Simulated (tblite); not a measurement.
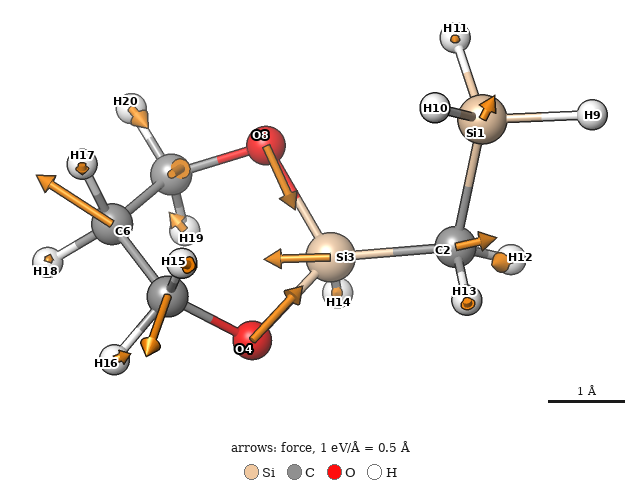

Starting geometry of C4H12O2Si2 with the computed forces as orange arrows. Style: ball-and-stick. Shown from a free direction.

Level of theory: GFN2-xTB geometry optimisation, gas phase (tblite 0.8.0). 

Is this structure relaxed? If not, where do the atoms go?

Answer. It isn't relaxed: the largest force vector, on a C atom, is 2.46 eV/Å. The final displacements have little in common with the starting forces (cosine between the two patterns 0.18). After 202 geometry steps the energy has fallen by 87.0 kJ/mol. The atom that moves furthest after the best rigid fit is an H atom (1.50 Å). Largest moves by element: H 1.50 Å, O 0.92 Å, Si 0.35 Å, C 0.34 Å. Near-neighbour distances that change, for instance: O–Si 1.721 → 1.634 Å, C–Si 1.833 → 1.885 Å, C–C 1.479 → 1.523 Å, C–H 1.116 → 1.087 Å. Bond angles that change, for instance: Si–O–C 103.3° → 121.7°, Si–O–C 114.0° → 122.3°, C–Si–O 114.4° → 108.6°. Groups turn about C–C by about 105°, C–O by about 100°, C–Si by about 45°. The run took 2 s on 1 thread of Arm Neoverse V1, with other jobs on the host.
